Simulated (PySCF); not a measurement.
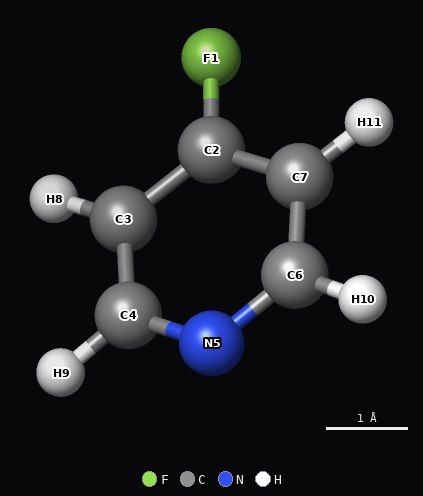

**Figure 1.** The structure (ball-and-stick view, seen at an oblique angle; atoms are numbered from 1 in the order of the input).

## C₅H₄FN: one change and its effect

System: C₅H₄FN, SMILES Fc1ccncc1.
Method of the first run: GIAO WP04/pcSseg-1 NMR shielding, non-relativistic, IEF-PCM chloroform (PySCF 2.14.0).

The geometry comes from this level: PBE0-D3(BJ)/def2-SVP. Text and figures count atoms from 1; the logs count them from 0 in places.

**Input, the first run**
```
{"job": {"kind": "nmr", "xc": "WP04", "basis": "pcSseg-1", "solvent": "chloroform", "pop": false}, "charge": 0, "multiplicity": 1}
F     -0.404880     2.145455     0.266912
C     -0.272556     0.839229     0.084506
C     -1.403783     0.045269    -0.048832
C     -1.202688    -1.320837    -0.241585
N     -0.003452    -1.893544    -0.303018
C      1.061482    -1.107127    -0.170947
C      0.993417     0.271643     0.026004
H     -2.400937     0.485549    -0.002027
H     -2.068756    -1.983407    -0.351785
H      2.040732    -1.596508    -0.224091
H      1.886895     0.889007     0.130930
```

The first line tells a small driver script what to run in PySCF; the rest is the geometry in Å.

Hardware: 1 CPU thread, shared host.

**Output (the first run)**
```
coarse grid: 10064 points
cycle   1  E = -354.8560217033  dE =  1.121e+00  |g| = 8.012e-01  |ddm| = 3.282e+00
cycle   2  E = -354.7218854061  dE =  1.341e-01  |g| = 1.180e+00  |ddm| = 1.543e+00
cycle   3  E = -354.9605839607  dE = -2.387e-01  |g| = 1.895e-01  |ddm| = 9.842e-01
cycle   4  E = -354.9686061421  dE = -8.022e-03  |g| = 6.204e-02  |ddm| = 1.870e-01
cycle   5  E = -354.9694462700  dE = -8.401e-04  |g| = 2.157e-02  |ddm| = 6.705e-02
cycle   6  E = -354.9695535935  dE = -1.073e-04  |g| = 3.432e-03  |ddm| = 1.980e-02
cycle   7  E = -354.9695557090  dE = -2.115e-06  |g| = 1.290e-03  |ddm| = 3.091e-03
final grid: 100128 points
cycle   8  E = -355.0369946022  dE = -4.480e-05  |g| = 8.624e-03  |ddm| = 3.643e-02
cycle   9  E = -355.0369754268  dE =  1.918e-05  |g| = 1.366e-02  |ddm| = 1.686e-02
cycle  10  E = -355.0370098284  dE = -3.440e-05  |g| = 1.366e-03  |ddm| = 1.058e-02
cycle  11  E = -355.0370102115  dE = -3.831e-07  |g| = 3.868e-04  |ddm| = 1.288e-03
cycle  12  E = -355.0370102365  dE = -2.500e-08  |g| = 1.971e-04  |ddm| = 4.276e-04
cycle  13  E = -355.0370102447  dE = -8.175e-09  |g| = 2.834e-05  |ddm| = 1.662e-04
cycle  14  E = -355.0370102449  dE = -1.434e-10  |g| = 1.526e-05  |ddm| = 3.165e-05
converged SCF energy = -355.0370102449

GIAO shielding tensors (ppm)
atom      isotropic    diamagn.    paramagn.     s11        s22        s33       span
  0 F      283.808     479.129    -195.321    205.885    280.532    365.007    159.122
  1 C       -5.450     252.256    -257.706    -98.148      6.174     75.624    173.772
  2 C       54.992     259.651    -204.659    -35.744     46.065    154.655    190.399
  3 C       14.136     252.375    -238.239    -94.265      7.643    129.029    223.294
  4 N      -86.540     331.073    -417.614   -374.368   -172.492    287.239    661.606
  5 C       14.149     252.622    -238.473    -94.158      7.569    129.037    223.195
  6 C       55.140     259.649    -204.509    -35.359     46.011    154.767    190.126
  7 H       24.547      30.584      -6.037     21.594     23.911     28.137      6.544
  8 H       23.021      28.591      -5.570     19.354     22.802     26.907      7.553
  9 H       23.023      29.176      -6.154     19.346     22.813     26.909      7.563
 10 H       24.546      31.193      -6.647     21.595     23.923     28.121      6.526
```

For the second run the input was changed thus:
```diff
-"xc": "WP04"
+"xc": "wB97X-D"
```

What does this change do to the results?

The total energies belong to different methods, so their difference says nothing on which is more stable or more accurate. The HOMO goes from −8.97 to −9.76 eV. The LUMO goes from −2.96 to 1.00 eV. The dipole moment goes from 0.96 to 1.14 D. Of all shieldings, the largest change is that of C3 and C7, by +11.6 ppm. The functional changes from WP04 to wB97X-D. Exact exchange removes part of the self-interaction error of semilocal functionals, which pushes filled and empty levels apart. The number of SCF iterations is the same.

**Output (the second run)**
```
coarse grid: 10064 points
cycle   1  E = -347.2588468578  dE =  1.485e+00  |g| = 5.449e-01  |ddm| = 3.170e+00
cycle   2  E = -347.2645564904  dE = -5.710e-03  |g| = 5.876e-01  |ddm| = 7.842e-01
cycle   3  E = -347.3210476686  dE = -5.649e-02  |g| = 5.242e-02  |ddm| = 3.850e-01
cycle   4  E = -347.3215870604  dE = -5.394e-04  |g| = 2.589e-02  |ddm| = 6.556e-02
cycle   5  E = -347.3217499830  dE = -1.629e-04  |g| = 6.128e-03  |ddm| = 3.056e-02
cycle   6  E = -347.3217613039  dE = -1.132e-05  |g| = 1.392e-03  |ddm| = 8.538e-03
cycle   7  E = -347.3217620111  dE = -7.073e-07  |g| = 8.540e-04  |ddm| = 2.758e-03
final grid: 100128 points
cycle   8  E = -347.3707764415  dE = -1.220e-04  |g| = 7.306e-03  |ddm| = 4.717e-02
cycle   9  E = -347.3707758901  dE =  5.515e-07  |g| = 7.996e-03  |ddm| = 1.257e-02
cycle  10  E = -347.3707859142  dE = -1.002e-05  |g| = 4.289e-04  |ddm| = 5.149e-03
cycle  11  E = -347.3707859775  dE = -6.336e-08  |g| = 2.353e-04  |ddm| = 9.221e-04
cycle  12  E = -347.3707859922  dE = -1.472e-08  |g| = 6.450e-05  |ddm| = 2.447e-04
cycle  13  E = -347.3707859945  dE = -2.249e-09  |g| = 3.348e-05  |ddm| = 1.194e-04
cycle  14  E = -347.3707859950  dE = -4.917e-10  |g| = 1.420e-05  |ddm| = 5.545e-05
converged SCF energy = -347.3707859950

GIAO shielding tensors (ppm)
atom      isotropic    diamagn.    paramagn.     s11        s22        s33       span
  0 F      287.226     475.894    -188.667    211.102    276.907    373.669    162.567
  1 C        6.047     250.545    -244.499    -92.724     20.250     90.615    183.338
  2 C       66.608     259.930    -193.322    -26.855     60.748    165.930    192.785
  3 C       24.476     251.360    -226.884    -85.602     16.784    142.247    227.849
  4 N      -75.056     332.358    -407.414   -367.811   -165.101    307.744    675.556
  5 C       24.501     251.576    -227.074    -85.470     16.712    142.262    227.732
  6 C       66.759     259.662    -192.903    -26.470     60.678    166.069    192.538
  7 H       24.097      30.210      -6.113     21.144     23.494     27.654      6.509
  8 H       22.551      28.406      -5.855     18.715     22.426     26.512      7.797
  9 H       22.553      28.886      -6.333     18.707     22.439     26.514      7.807
 10 H       24.097      30.680      -6.583     21.146     23.505     27.639      6.493
```

**The two runs side by side**

| quantity | the first run | the second run |
| --- | --- | --- |
| outcome | converged | converged |
| total energy (hartree) | −355.037010 | −347.370786 |
| HOMO (eV) | −8.97 | −9.76 |
| LUMO (eV) | −2.96 | 1.00 |
| dipole moment (D) | 0.96 | 1.14 |
| shielding of F1 (ppm) | 283.8 | 287.2 |
| shielding of C2 (ppm) | −5.4 | 6.0 |
| shielding of C3 (ppm) | 55.0 | 66.6 |
| shielding of C4 (ppm) | 14.1 | 24.5 |
| shielding of N5 (ppm) | −86.5 | −75.1 |
| shielding of C6 (ppm) | 14.1 | 24.5 |
| shielding of C7 (ppm) | 55.1 | 66.8 |
| SCF iterations | 14 | 14 |
| basis functions | 139 | 139 |
| wall time (shared host) | 12 s | 15 s |
